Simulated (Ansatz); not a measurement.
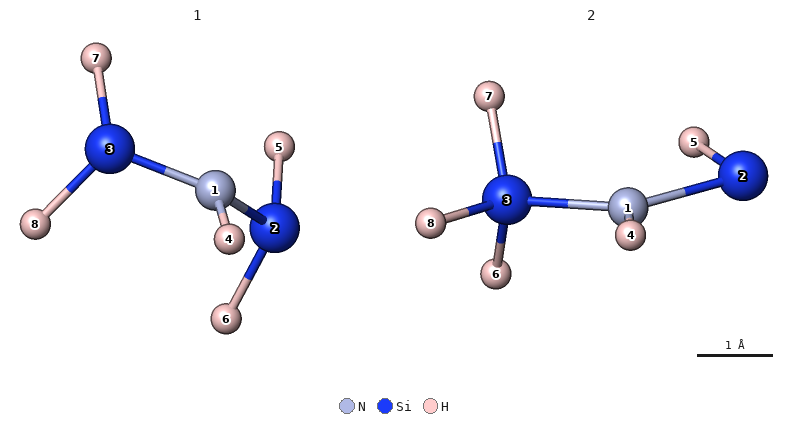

Two geometries of Si$_{2}$NH$_{5}$ (coarse preliminary run), drawn at one scale. One is the start of a relaxation, the other its converged end. The picture is a ball-and-stick view, seen from a free direction.

These are results of RKS PBE-D4/def2-SVP in Ansatz 0.2.0, not measurements. (force threshold 0.03 eV/Å; at most 200 steps)

Question: Which geometry has the lower energy?

Answer: Structure 2 is the relaxed one. The start comes from a force field. H6 moves most after the best rigid fit: 1.77 Å. Largest moves by element: H 1.77 Å, Si 1.33 Å, N 0.35 Å. Near-neighbour distances that change, for instance: Si2–H6 1.485 → 3.732 Å, Si3–H6 3.376 → 1.503 Å, Si2–Si3 2.816 → 3.171 Å, N1–Si3 1.517 → 1.779 Å. New bonds form: Si3–H6 (3.38 → 1.50 Å). Bonds break: Si2–H6 (1.48 → 3.73 Å). Among the angles between lasting bonds that change: N1–Si2–H5 110.8° → 93.1°, Si2–N1–H4 107.1° → 116.3°, N1–Si3–H8 111.7° → 108.2°. Over 25 geometry steps the energy falls by 79.9 kcal/mol. The largest force component goes from 6.7 to 0.0086 eV/Å. The run took 26 s on 2 threads of Arm Neoverse V2 (shared host).
